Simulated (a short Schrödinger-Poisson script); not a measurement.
Structure: symmetric double-gate stack, SiO2 on p-type Si(100), at 300 K.

| layer | material | thickness (nm) | Na (cm⁻³) |
|---|---|---|---|
| 1 | SiO2 | 2.2 | - |
| 2 | Si | 6 | 1e18 |
| 3 | SiO2 | 2.2 | - |

Constants are typed, rounded textbook-type inputs, not results; the design itself was drawn at random and stands for no fabricated device. SiO2: permittivity 3.9, conduction-band edge (eV) 3.15, gap (eV) 9, electron mass (mₑ) 0.5. Si: permittivity 11.7, conduction-band edge (eV) 0, gap (eV) 1.124, Nv at 300 K (cm⁻³) 3.1e19.

Channel valleys (confinement mass, in-plane density-of-states mass, number): Δ2 0.916, 0.19, 2; Δ4 0.19, 0.417, 4. At the gates, both at one voltage, the conduction-band edge of layer 1 lies 3.3 eV − eVg above the Fermi level of the channel. Gaps are held at their typed values at every temperature. Mesh 0.03 nm at interfaces.

From a short Schrödinger-Poisson script (our own, NumPy): 1D Poisson equation in equilibrium, electrons quantum, Hartree (BenDaniel-Duke, 12 states a valley, the channel's in-plane mass for all, wave functions ending at the dielectric), parabolic valleys, classical holes, full ionisation, no traps, pinning or gate leakage.

Only gate voltages with over 1e8 electrons/cm² are shown.

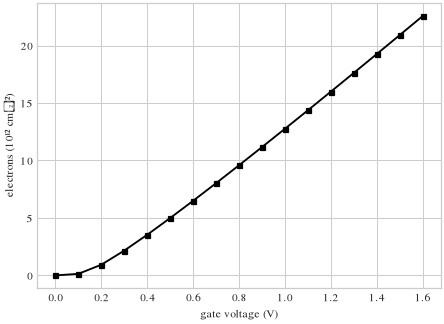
Figure. Sheet density against gate voltage

```
Vg (V)  electrons (cm⁻²)  C (μF/cm²)  Δ2 E0 (meV)  Δ2 E1 (meV)  Δ4 E0 (meV)  Δ4 E1 (meV)
------  ----------------  ----------  -----------  -----------  -----------  -----------
0                 4.06e9      0.0254        198.3        231.5        241.9        405.7
0.2              9.29e11        1.75         57.4         88.1        101.1        262.5
0.4              3.53e12        2.28         21.6         46.4         66.2        221.4
0.6              6.49e12        2.43          4.2         23.5         50.5        199.9
0.8              9.58e12        2.51         -8.2          6.8         40.9        185.1
1                1.28e13        2.57        -18.4         -6.8         34.0        173.7
1.2              1.60e13        2.61        -27.7        -18.6         28.6        164.3
1.4              1.93e13        2.63        -36.4        -29.2         24.2        156.3
1.6              2.26e13        2.66        -44.7        -39.1         20.4        149.3
```

Subbands count from the Fermi level. The capacitance is that of both gates.
